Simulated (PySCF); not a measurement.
**C$_{2}$H$_{6}$F$_{2}$Si (SMILES FCC[SiH2]F): density, localisation and related maps**

```yaml
atoms:
  - { symbol: F, position_ang: [-1.0528, -1.6367, 0.6009] }
  - { symbol: C, position_ang: [-1.3383, -0.3023, 0.4130] }
  - { symbol: C, position_ang: [-0.3381, 0.3263, -0.5397] }
  - { symbol: Si, position_ang: [1.4644, 0.0845, 0.0238] }
  - { symbol: F, position_ang: [2.3571, 0.9328, -1.0188] }
  - { symbol: H, position_ang: [-1.2970, 0.1616, 1.4038] }
  - { symbol: H, position_ang: [-2.3633, -0.2594, 0.0282] }
  - { symbol: H, position_ang: [-0.5769, 1.3871, -0.6234] }
  - { symbol: H, position_ang: [-0.4763, -0.1087, -1.5315] }
  - { symbol: H, position_ang: [1.7063, 0.7052, 1.3191] }
  - { symbol: H, position_ang: [1.9202, -1.2878, -0.1013] }
```

Geometry: GFN2-xTB.

These are results of PySCF 2.14.0, PBE0/pcSseg-1, SCF density, gas phase, non-relativistic, not measurements.

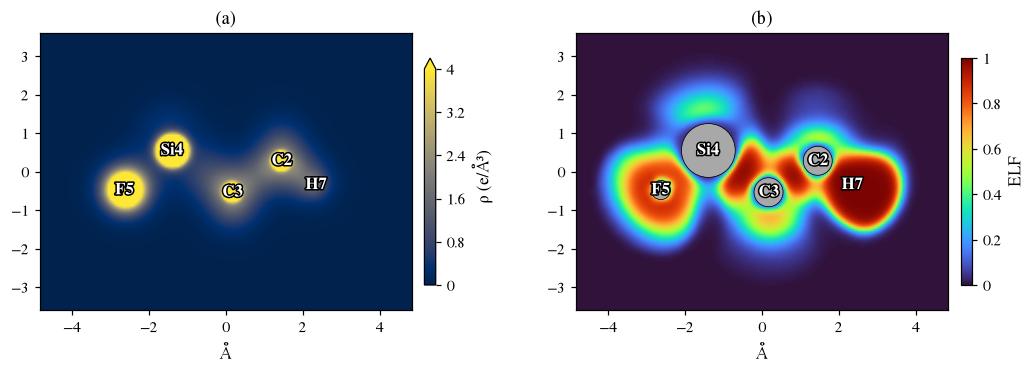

Figure 1. (a) electron density; (b) electron localisation function on the plane of atoms C2, C3 and Si4. Grey discs cover the atomic cores in the ELF map.

**Read the bonding off the picture.**

Atoms in the plane: C, Si, F and H.
C–C (1.52 Å): ρ is about 1.7 e/Å³ halfway; the ELF peaks at about 0.95 between the atoms; localised, covalent bonding.
Si–F (1.61 Å): ρ at the midpoint is about 1.1 e/Å³; the ELF peaks at about 0.85 in the valence shell of F, 0.6 Å from its nucleus, and is about 0.50 at the midpoint.
C–Si (1.90 Å): ρ is about 0.94 e/Å³ halfway; the ELF peaks at about 0.95 between the atoms, as expected for a covalent bond.
C–H (1.10 Å): the density is about 2.1 e/Å³ at the midpoint; the ELF climbs to about 1 towards the hydrogen, as it does in any bond to H: a covalent bond by its length.
The ELF also peaks beside F5, away from the bonds: lone-pair regions.

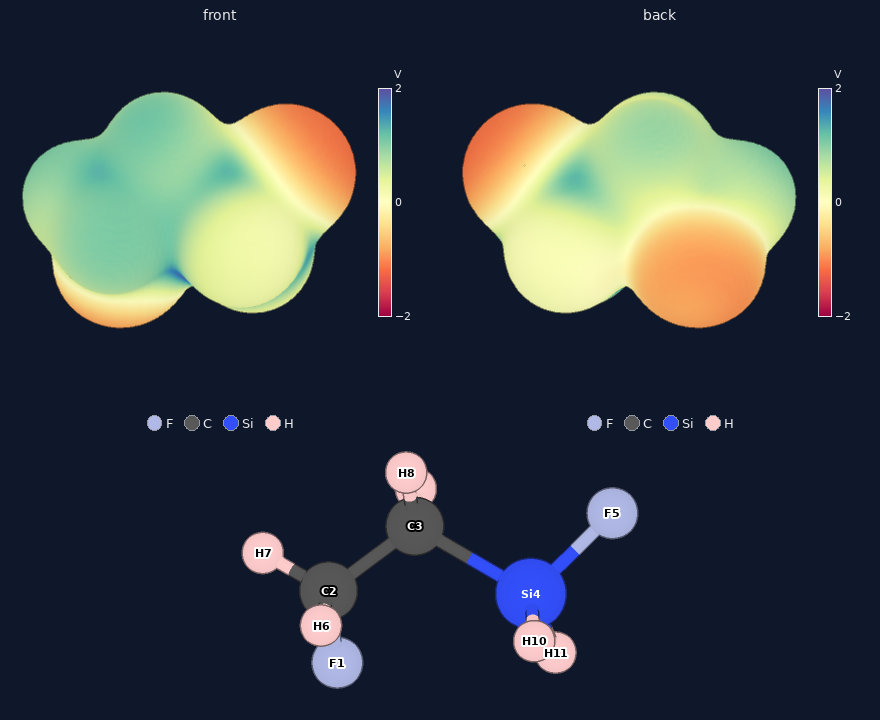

Figure 2. The electrostatic potential painted on the density surface at 0.002 e/bohr³, seen from the front and from behind; red is negative and blue positive. The bare structure is drawn below in the same view.

**Where is the surface potential most negative and most positive?**

The most negative region (about −1.2 V) lies over F5, the most positive (about +1.6 V) over Si4.
